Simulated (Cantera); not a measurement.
Input: 1 mol SiCl4, 0.025 mol HCl, 11 mol H2, at 0.100 bar.

Method: chemical equilibrium by Gibbs-energy minimisation in Cantera with the NASA 1993 tables (ideal gas, pure condensed phases). Candidate condensed phases: Si; 19 gas species. The tables' values for SiCl3 are old estimates; treat these amounts as uncertain. The numbers say what is thermodynamically allowed, not how fast it happens.

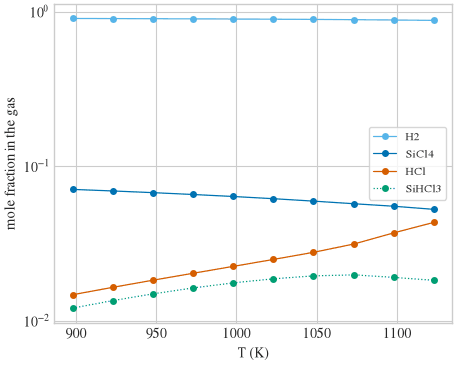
Fig. 1. Equilibrium gas composition (values under 1e-9 drawn at 1e-9)

Question: Read off the mole fractions at 1048 K.

Answer: H2 about 0.89, SiCl4 about 0.059, HCl about 0.028, SiHCl3 about 0.020.
